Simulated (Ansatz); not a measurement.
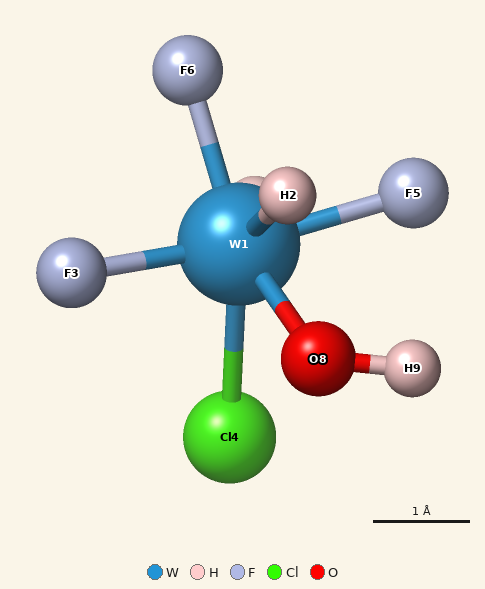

Figure 1. The input geometry (ball-and-stick view, seen at a tilt; atoms are numbered from 1 in the order of the input). Sticks mark near contacts. Bond lengths as drawn: Cl–W 2.33 Å, F–W 1.87 to 1.91 Å, H–O 0.98 Å, H–W 1.71 to 1.85 Å and O–W 2.02 Å.

## WH3ClOF3: molecular dynamics (part 1 of 4)

The run: molecular dynamics of WH3ClOF3, multiplicity 2. Method and program: UKS PBE/def2-SVP (Ansatz 0.2.0).

It belongs to a series of runs on one base structure; here: dynamics from the highest image of the converged band. Figures and captions count atoms from 1; the log counts them from 0 in places.

**Output**
```
Engine: ansatz 0.2.0, x86_64-unknown-linux-gnu
Functional definition: PBE
  parameter kappa = 0.804
  parameter beta = 0.06672455060314922
  exchange = pbe_x(kappa = kappa, mu = beta*pi^2/3)
  correlation = pbe_c(beta = beta)
1263 factors; their error is unknown
mean field evaluation 1: about -24561.5039 eV, gradient 5.5e1 eV
mean field evaluation 2: about -24348.3846 eV, gradient 2.0e2 eV
mean field evaluation 4: about -24568.7894 eV, gradient 3.0e1 eV
mean field evaluation 8: about -24572.2488 eV, gradient 1.5e0 eV
mean field evaluation 16: about -24572.1878 eV, gradient 1.5e-2 eV
mean field -24572.18776169 eV, -903.0112446151 hartree, gradient 1.0e-5 eV, S^2 0.754857; 1 other end points of the search recorded, 0 dependent functions left out
the calculation of the forces begins
reference -24572.18783262 eV, -903.0112472218 hartree; 35, 34 occupied and 86, 87 virtual orbitals, 1263 factors
md step     0: t =     0.00 fs  T =   100.0 K  F+E_penalty+E_count = -24572.18776169 eV  E_kin = 0.090482 eV  conserved = -24572.09727969 eV  (52 SCF iters)
these checks for a lower state are left out or cut short: starts, cluster_reference, orbital_swaps, neighbouring_geometries, increment
1263 factors; their error is unknown
mean field evaluation 32: about -24572.1869 eV, gradient 1.2e-1 eV
mean field -24572.18698001 eV, -903.0112158887 hartree, gradient 2.2e-5 eV, S^2 0.754943; 0 other end points of the search recorded, 0 dependent functions left out
the calculation of the forces begins
reference -24572.18705093 eV, -903.0112184950 hartree; 35, 34 occupied and 86, 87 virtual orbitals, 1263 factors
md step     1: t =     0.50 fs  T =    99.2 K  F+E_penalty+E_count = -24572.18698001 eV  E_kin = 0.089717 eV  conserved = -24572.09726312 eV  (40 SCF iters)
[... from here on the SCF iterations and repeated set-up lines of each step are left out, up to the last step ...]
md step     2: t =     1.00 fs  T =    96.9 K  F+E_penalty+E_count = -24572.18489217 eV  E_kin = 0.087667 eV  conserved = -24572.09722561 eV  (41 SCF iters)
md step     3: t =     1.50 fs  T =    93.8 K  F+E_penalty+E_count = -24572.18207913 eV  E_kin = 0.084896 eV  conserved = -24572.09718298 eV  (41 SCF iters)
md step     4: t =     2.00 fs  T =    90.7 K  F+E_penalty+E_count = -24572.17920664 eV  E_kin = 0.082055 eV  conserved = -24572.09715189 eV  (41 SCF iters)
md step     5: t =     2.50 fs  T =    88.0 K  F+E_penalty+E_count = -24572.17676844 eV  E_kin = 0.079626 eV  conserved = -24572.09714210 eV  (41 SCF iters)
md step     6: t =     3.00 fs  T =    85.9 K  F+E_penalty+E_count = -24572.17491932 eV  E_kin = 0.077763 eV  conserved = -24572.09715628 eV  (41 SCF iters)
md step     7: t =     3.50 fs  T =    84.3 K  F+E_penalty+E_count = -24572.17343855 eV  E_kin = 0.076251 eV  conserved = -24572.09718756 eV  (42 SCF iters)
md step     8: t =     4.00 fs  T =    82.5 K  F+E_penalty+E_count = -24572.17183879 eV  E_kin = 0.074617 eV  conserved = -24572.09722209 eV  (42 SCF iters)
md step     9: t =     4.50 fs  T =    80.0 K  F+E_penalty+E_count = -24572.16958542 eV  E_kin = 0.072342 eV  conserved = -24572.09724349 eV  (42 SCF iters)
md step    10: t =     5.00 fs  T =    76.4 K  F+E_penalty+E_count = -24572.16635396 eV  E_kin = 0.069114 eV  conserved = -24572.09723969 eV  (41 SCF iters)
md step    11: t =     5.50 fs  T =    71.8 K  F+E_penalty+E_count = -24572.16221812 eV  E_kin = 0.065010 eV  conserved = -24572.09720842 eV  (42 SCF iters)
md step    12: t =     6.00 fs  T =    66.9 K  F+E_penalty+E_count = -24572.15767051 eV  E_kin = 0.060508 eV  conserved = -24572.09716233 eV  (41 SCF iters)
md step    13: t =     6.50 fs  T =    62.2 K  F+E_penalty+E_count = -24572.15342732 eV  E_kin = 0.056304 eV  conserved = -24572.09712302 eV  (41 SCF iters)
md step    14: t =     7.00 fs  T =    58.6 K  F+E_penalty+E_count = -24572.15009525 eV  E_kin = 0.052985 eV  conserved = -24572.09711044 eV  (41 SCF iters)
md step    15: t =     7.50 fs  T =    56.1 K  F+E_penalty+E_count = -24572.14787057 eV  E_kin = 0.050740 eV  conserved = -24572.09713018 eV  (41 SCF iters)
md step    16: t =     8.00 fs  T =    54.5 K  F+E_penalty+E_count = -24572.14645015 eV  E_kin = 0.049279 eV  conserved = -24572.09717079 eV  (42 SCF iters)
md step    17: t =     8.50 fs  T =    53.0 K  F+E_penalty+E_count = -24572.14520634 eV  E_kin = 0.047996 eV  conserved = -24572.09721032 eV  (42 SCF iters)
md step    18: t =     9.00 fs  T =    51.2 K  F+E_penalty+E_count = -24572.14352210 eV  E_kin = 0.046293 eV  conserved = -24572.09722927 eV  (41 SCF iters)
md step    19: t =     9.50 fs  T =    48.5 K  F+E_penalty+E_count = -24572.14109458 eV  E_kin = 0.043875 eV  conserved = -24572.09721962 eV  (41 SCF iters)
md step    20: t =    10.00 fs  T =    45.2 K  F+E_penalty+E_count = -24572.13806222 eV  E_kin = 0.040875 eV  conserved = -24572.09718719 eV  (42 SCF iters)
md step    21: t =    10.50 fs  T =    41.7 K  F+E_penalty+E_count = -24572.13492103 eV  E_kin = 0.037774 eV  conserved = -24572.09714659 eV  (42 SCF iters)
md step    22: t =    11.00 fs  T =    38.9 K  F+E_penalty+E_count = -24572.13230058 eV  E_kin = 0.035186 eV  conserved = -24572.09711438 eV  (42 SCF iters)
md step    23: t =    11.50 fs  T =    37.1 K  F+E_penalty+E_count = -24572.13070581 eV  E_kin = 0.033604 eV  conserved = -24572.09710177 eV  (42 SCF iters)
md step    24: t =    12.00 fs  T =    36.7 K  F+E_penalty+E_count = -24572.13032765 eV  E_kin = 0.033213 eV  conserved = -24572.09711431 eV  (54 SCF iters)
md step    25: t =    12.50 fs  T =    37.4 K  F+E_penalty+E_count = -24572.13096977 eV  E_kin = 0.033823 eV  conserved = -24572.09714680 eV  (42 SCF iters)
md step    26: t =    13.00 fs  T =    38.6 K  F+E_penalty+E_count = -24572.13212483 eV  E_kin = 0.034937 eV  conserved = -24572.09718739 eV  (42 SCF iters)
md step    27: t =    13.50 fs  T =    39.7 K  F+E_penalty+E_count = -24572.13316780 eV  E_kin = 0.035949 eV  conserved = -24572.09721913 eV  (43 SCF iters)
md step    28: t =    14.00 fs  T =    40.2 K  F+E_penalty+E_count = -24572.13361455 eV  E_kin = 0.036387 eV  conserved = -24572.09722790 eV  (42 SCF iters)
md step    29: t =    14.50 fs  T =    39.9 K  F+E_penalty+E_count = -24572.13334147 eV  E_kin = 0.036133 eV  conserved = -24572.09720839 eV  (43 SCF iters)
md step    30: t =    15.00 fs  T =    39.2 K  F+E_penalty+E_count = -24572.13266231 eV  E_kin = 0.035493 eV  conserved = -24572.09716882 eV  (43 SCF iters)
md step    31: t =    15.50 fs  T =    38.8 K  F+E_penalty+E_count = -24572.13219527 eV  E_kin = 0.035066 eV  conserved = -24572.09712897 eV  (42 SCF iters)
md step    32: t =    16.00 fs  T =    39.2 K  F+E_penalty+E_count = -24572.13255711 eV  E_kin = 0.035447 eV  conserved = -24572.09711038 eV  (42 SCF iters)
md step    33: t =    16.50 fs  T =    40.8 K  F+E_penalty+E_count = -24572.13403429 eV  E_kin = 0.036910 eV  conserved = -24572.09712383 eV  (41 SCF iters)
md step    34: t =    17.00 fs  T =    43.4 K  F+E_penalty+E_count = -24572.13641973 eV  E_kin = 0.039257 eV  conserved = -24572.09716257 eV  (41 SCF iters)
md step    35: t =    17.50 fs  T =    46.3 K  F+E_penalty+E_count = -24572.13911559 eV  E_kin = 0.041909 eV  conserved = -24572.09720649 eV  (42 SCF iters)
md step    36: t =    18.00 fs  T =    48.9 K  F+E_penalty+E_count = -24572.14143946 eV  E_kin = 0.044206 eV  conserved = -24572.09723360 eV  (41 SCF iters)
md step    37: t =    18.50 fs  T =    50.5 K  F+E_penalty+E_count = -24572.14295806 eV  E_kin = 0.045725 eV  conserved = -24572.09723312 eV  (41 SCF iters)
md step    38: t =    19.00 fs  T =    51.4 K  F+E_penalty+E_count = -24572.14366979 eV  E_kin = 0.046463 eV  conserved = -24572.09720682 eV  (40 SCF iters)
md step    39: t =    19.50 fs  T =    51.7 K  F+E_penalty+E_count = -24572.14397748 eV  E_kin = 0.046810 eV  conserved = -24572.09716768 eV  (40 SCF iters)
md step    40: t =    20.00 fs  T =    52.3 K  F+E_penalty+E_count = -24572.14448891 eV  E_kin = 0.047356 eV  conserved = -24572.09713257 eV  (39 SCF iters)
md step    41: t =    20.50 fs  T =    53.8 K  F+E_penalty+E_count = -24572.14575277 eV  E_kin = 0.048637 eV  conserved = -24572.09711561 eV  (41 SCF iters)
md step    42: t =    21.00 fs  T =    56.3 K  F+E_penalty+E_count = -24572.14803471 eV  E_kin = 0.050911 eV  conserved = -24572.09712371 eV  (41 SCF iters)
md step    43: t =    21.50 fs  T =    59.7 K  F+E_penalty+E_count = -24572.15120668 eV  E_kin = 0.054052 eV  conserved = -24572.09715472 eV  (41 SCF iters)
md step    44: t =    22.00 fs  T =    63.6 K  F+E_penalty+E_count = -24572.15478127 eV  E_kin = 0.057583 eV  conserved = -24572.09719798 eV  (41 SCF iters)
md step    45: t =    22.50 fs  T =    67.2 K  F+E_penalty+E_count = -24572.15808192 eV  E_kin = 0.060845 eV  conserved = -24572.09723710 eV  (41 SCF iters)
md step    46: t =    23.00 fs  T =    69.9 K  F+E_penalty+E_count = -24572.16049977 eV  E_kin = 0.063244 eV  conserved = -24572.09725598 eV  (41 SCF iters)
md step    47: t =    23.50 fs  T =    71.3 K  F+E_penalty+E_count = -24572.16174422 eV  E_kin = 0.064499 eV  conserved = -24572.09724571 eV  (41 SCF iters)
md step    48: t =    24.00 fs  T =    71.6 K  F+E_penalty+E_count = -24572.16197587 eV  E_kin = 0.064765 eV  conserved = -24572.09721073 eV  (41 SCF iters)
md step    49: t =    24.50 fs  T =    71.4 K  F+E_penalty+E_count = -24572.16173344 eV  E_kin = 0.064565 eV  conserved = -24572.09716872 eV  (41 SCF iters)
md step    50: t =    25.00 fs  T =    71.3 K  F+E_penalty+E_count = -24572.16165947 eV  E_kin = 0.064517 eV  conserved = -24572.09714259 eV  (41 SCF iters)
md step    51: t =    25.50 fs  T =    71.8 K  F+E_penalty+E_count = -24572.16215170 eV  E_kin = 0.065004 eV  conserved = -24572.09714722 eV  (55 SCF iters)
md step    52: t =    26.00 fs  T =    72.9 K  F+E_penalty+E_count = -24572.16313712 eV  E_kin = 0.065957 eV  conserved = -24572.09718032 eV  (41 SCF iters)
md step    53: t =    26.50 fs  T =    73.9 K  F+E_penalty+E_count = -24572.16410704 eV  E_kin = 0.066883 eV  conserved = -24572.09722377 eV  (41 SCF iters)
md step    54: t =    27.00 fs  T =    74.2 K  F+E_penalty+E_count = -24572.16439245 eV  E_kin = 0.067138 eV  conserved = -24572.09725444 eV  (41 SCF iters)
md step    55: t =    27.50 fs  T =    73.2 K  F+E_penalty+E_count = -24572.16351536 eV  E_kin = 0.066258 eV  conserved = -24572.09725777 eV  (41 SCF iters)
md step    56: t =    28.00 fs  T =    70.9 K  F+E_penalty+E_count = -24572.16142205 eV  E_kin = 0.064189 eV  conserved = -24572.09723318 eV  (41 SCF iters)
md step    57: t =    28.50 fs  T =    67.8 K  F+E_penalty+E_count = -24572.15850003 eV  E_kin = 0.061309 eV  conserved = -24572.09719128 eV  (41 SCF iters)
md step    58: t =    29.00 fs  T =    64.4 K  F+E_penalty+E_count = -24572.15540495 eV  E_kin = 0.058255 eV  conserved = -24572.09714956 eV  (41 SCF iters)
md step    59: t =    29.50 fs  T =    61.5 K  F+E_penalty+E_count = -24572.15279138 eV  E_kin = 0.055667 eV  conserved = -24572.09712398 eV  (41 SCF iters)
md step    60: t =    30.00 fs  T =    59.6 K  F+E_penalty+E_count = -24572.15106513 eV  E_kin = 0.053942 eV  conserved = -24572.09712287 eV  (41 SCF iters)
md step    61: t =    30.50 fs  T =    58.7 K  F+E_penalty+E_count = -24572.15024383 eV  E_kin = 0.053098 eV  conserved = -24572.09714609 eV  (41 SCF iters)
md step    62: t =    31.00 fs  T =    58.3 K  F+E_penalty+E_count = -24572.14996228 eV  E_kin = 0.052778 eV  conserved = -24572.09718406 eV  (41 SCF iters)
md step    63: t =    31.50 fs  T =    57.9 K  F+E_penalty+E_count = -24572.14962598 eV  E_kin = 0.052405 eV  conserved = -24572.09722066 eV  (41 SCF iters)
md step    64: t =    32.00 fs  T =    56.8 K  F+E_penalty+E_count = -24572.14866595 eV  E_kin = 0.051427 eV  conserved = -24572.09723864 eV  (41 SCF iters)
md step    65: t =    32.50 fs  T =    54.8 K  F+E_penalty+E_count = -24572.14680643 eV  E_kin = 0.049579 eV  conserved = -24572.09722742 eV  (41 SCF iters)
md step    66: t =    33.00 fs  T =    52.0 K  F+E_penalty+E_count = -24572.14422630 eV  E_kin = 0.047037 eV  conserved = -24572.09718947 eV  (41 SCF iters)
md step    67: t =    33.50 fs  T =    49.0 K  F+E_penalty+E_count = -24572.14151465 eV  E_kin = 0.044373 eV  conserved = -24572.09714176 eV  (41 SCF iters)
md step    68: t =    34.00 fs  T =    46.7 K  F+E_penalty+E_count = -24572.13940613 eV  E_kin = 0.042298 eV  conserved = -24572.09710838 eV  (41 SCF iters)
md step    69: t =    34.50 fs  T =    45.7 K  F+E_penalty+E_count = -24572.13841318 eV  E_kin = 0.041306 eV  conserved = -24572.09710686 eV  (40 SCF iters)
md step    70: t =    35.00 fs  T =    45.8 K  F+E_penalty+E_count = -24572.13856000 eV  E_kin = 0.041423 eV  conserved = -24572.09713733 eV  (41 SCF iters)
md step    71: t =    35.50 fs  T =    46.6 K  F+E_penalty+E_count = -24572.13938082 eV  E_kin = 0.042199 eV  conserved = -24572.09718222 eV  (41 SCF iters)
md step    72: t =    36.00 fs  T =    47.5 K  F+E_penalty+E_count = -24572.14018451 eV  E_kin = 0.042967 eV  conserved = -24572.09721773 eV  (41 SCF iters)
md step    73: t =    36.50 fs  T =    47.7 K  F+E_penalty+E_count = -24572.14042164 eV  E_kin = 0.043195 eV  conserved = -24572.09722673 eV  (41 SCF iters)
md step    74: t =    37.00 fs  T =    47.2 K  F+E_penalty+E_count = -24572.13995051 eV  E_kin = 0.042744 eV  conserved = -24572.09720650 eV  (40 SCF iters)
md step    75: t =    37.50 fs  T =    46.3 K  F+E_penalty+E_count = -24572.13908206 eV  E_kin = 0.041915 eV  conserved = -24572.09716751 eV  (41 SCF iters)
md step    76: t =    38.00 fs  T =    45.6 K  F+E_penalty+E_count = -24572.13841773 eV  E_kin = 0.041290 eV  conserved = -24572.09712793 eV  (40 SCF iters)
md step    77: t =    38.50 fs  T =    45.8 K  F+E_penalty+E_count = -24572.13857696 eV  E_kin = 0.041473 eV  conserved = -24572.09710360 eV  (39 SCF iters)
md step    78: t =    39.00 fs  T =    47.3 K  F+E_penalty+E_count = -24572.13994181 eV  E_kin = 0.042838 eV  conserved = -24572.09710409 eV  (56 SCF iters)
md step    79: t =    39.50 fs  T =    50.1 K  F+E_penalty+E_count = -24572.14250422 eV  E_kin = 0.045375 eV  conserved = -24572.09712963 eV  (39 SCF iters)
md step    80: t =    40.00 fs  T =    53.8 K  F+E_penalty+E_count = -24572.14586372 eV  E_kin = 0.048693 eV  conserved = -24572.09717052 eV  (40 SCF iters)
md step    81: t =    40.50 fs  T =    57.7 K  F+E_penalty+E_count = -24572.14937803 eV  E_kin = 0.052167 eV  conserved = -24572.09721069 eV  (40 SCF iters)
md step    82: t =    41.00 fs  T =    61.0 K  F+E_penalty+E_count = -24572.15241859 eV  E_kin = 0.055186 eV  conserved = -24572.09723235 eV  (41 SCF iters)
md step    83: t =    41.50 fs  T =    63.5 K  F+E_penalty+E_count = -24572.15464505 eV  E_kin = 0.057420 eV  conserved = -24572.09722472 eV  (39 SCF iters)
md step    84: t =    42.00 fs  T =    65.2 K  F+E_penalty+E_count = -24572.15617400 eV  E_kin = 0.058984 eV  conserved = -24572.09718966 eV  (39 SCF iters)
md step    85: t =    42.50 fs  T =    66.8 K  F+E_penalty+E_count = -24572.15754271 eV  E_kin = 0.060399 eV  conserved = -24572.09714372 eV  (40 SCF iters)
md step    86: t =    43.00 fs  T =    68.9 K  F+E_penalty+E_count = -24572.15944860 eV  E_kin = 0.062337 eV  conserved = -24572.09711183 eV  (41 SCF iters)
md step    87: t =    43.50 fs  T =    72.1 K  F+E_penalty+E_count = -24572.16237637 eV  E_kin = 0.065264 eV  conserved = -24572.09711192 eV  (41 SCF iters)
md step    88: t =    44.00 fs  T =    76.5 K  F+E_penalty+E_count = -24572.16632412 eV  E_kin = 0.069179 eV  conserved = -24572.09714471 eV  (41 SCF iters)
md step    89: t =    44.50 fs  T =    81.3 K  F+E_penalty+E_count = -24572.17079264 eV  E_kin = 0.073600 eV  conserved = -24572.09719307 eV  (41 SCF iters)
md step    90: t =    45.00 fs  T =    86.0 K  F+E_penalty+E_count = -24572.17504525 eV  E_kin = 0.077813 eV  conserved = -24572.09723270 eV  (41 SCF iters)
md step    91: t =    45.50 fs  T =    89.8 K  F+E_penalty+E_count = -24572.17847829 eV  E_kin = 0.081232 eV  conserved = -24572.09724589 eV  (41 SCF iters)
md step    92: t =    46.00 fs  T =    92.5 K  F+E_penalty+E_count = -24572.18089424 eV  E_kin = 0.083665 eV  conserved = -24572.09722909 eV  (41 SCF iters)
md step    93: t =    46.50 fs  T =    94.3 K  F+E_penalty+E_count = -24572.18255668 eV  E_kin = 0.085363 eV  conserved = -24572.09719351 eV  (41 SCF iters)
md step    94: t =    47.00 fs  T =    96.0 K  F+E_penalty+E_count = -24572.18403077 eV  E_kin = 0.086875 eV  conserved = -24572.09715585 eV  (41 SCF iters)
md step    95: t =    47.50 fs  T =    98.1 K  F+E_penalty+E_count = -24572.18591757 eV  E_kin = 0.088785 eV  conserved = -24572.09713226 eV  (41 SCF iters)
md step    96: t =    48.00 fs  T =   101.1 K  F+E_penalty+E_count = -24572.18859572 eV  E_kin = 0.091463 eV  conserved = -24572.09713255 eV  (39 SCF iters)
md step    97: t =    48.50 fs  T =   104.9 K  F+E_penalty+E_count = -24572.19206387 eV  E_kin = 0.094907 eV  conserved = -24572.09715734 eV  (40 SCF iters)
md step    98: t =    49.00 fs  T =   109.1 K  F+E_penalty+E_count = -24572.19592992 eV  E_kin = 0.098732 eV  conserved = -24572.09719792 eV  (40 SCF iters)
md step    99: t =    49.50 fs  T =   113.1 K  F+E_penalty+E_count = -24572.19954956 eV  E_kin = 0.102311 eV  conserved = -24572.09723873 eV  (40 SCF iters)
md step   100: t =    50.00 fs  T =   116.1 K  F+E_penalty+E_count = -24572.20227228 eV  E_kin = 0.105010 eV  conserved = -24572.09726258 eV  (40 SCF iters)
md step   101: t =    50.50 fs  T =   117.7 K  F+E_penalty+E_count = -24572.20371051 eV  E_kin = 0.106453 eV  conserved = -24572.09725794 eV  (41 SCF iters)
md step   102: t =    51.00 fs  T =   117.9 K  F+E_penalty+E_count = -24572.20391742 eV  E_kin = 0.106692 eV  conserved = -24572.09722572 eV  (40 SCF iters)
md step   103: t =    51.50 fs  T =   117.4 K  F+E_penalty+E_count = -24572.20337088 eV  E_kin = 0.106190 eV  conserved = -24572.09718109 eV  (40 SCF iters)
md step   104: t =    52.00 fs  T =   116.7 K  F+E_penalty+E_count = -24572.20273979 eV  E_kin = 0.105592 eV  conserved = -24572.09714731 eV  (39 SCF iters)
md step   105: t =    52.50 fs  T =   116.5 K  F+E_penalty+E_count = -24572.20253255 eV  E_kin = 0.105390 eV  conserved = -24572.09714288 eV  (40 SCF iters)
md step   106: t =    53.00 fs  T =   116.8 K  F+E_penalty+E_count = -24572.20282038 eV  E_kin = 0.105651 eV  conserved = -24572.09716984 eV  (67 SCF iters)
md step   107: t =    53.50 fs  T =   117.1 K  F+E_penalty+E_count = -24572.20320419 eV  E_kin = 0.105991 eV  conserved = -24572.09721308 eV  (41 SCF iters)
md step   108: t =    54.00 fs  T =   116.9 K  F+E_penalty+E_count = -24572.20304342 eV  E_kin = 0.105794 eV  conserved = -24572.09724941 eV  (41 SCF iters)
md step   109: t =    54.50 fs  T =   115.5 K  F+E_penalty+E_count = -24572.20180748 eV  E_kin = 0.104546 eV  conserved = -24572.09726139 eV  (41 SCF iters)
md step   110: t =    55.00 fs  T =   112.8 K  F+E_penalty+E_count = -24572.19934801 eV  E_kin = 0.102104 eV  conserved = -24572.09724363 eV  (41 SCF iters)
md step   111: t =    55.50 fs  T =   109.2 K  F+E_penalty+E_count = -24572.19597162 eV  E_kin = 0.098766 eV  conserved = -24572.09720538 eV  (41 SCF iters)
md step   112: t =    56.00 fs  T =   105.1 K  F+E_penalty+E_count = -24572.19230192 eV  E_kin = 0.095139 eV  conserved = -24572.09716287 eV  (41 SCF iters)
```
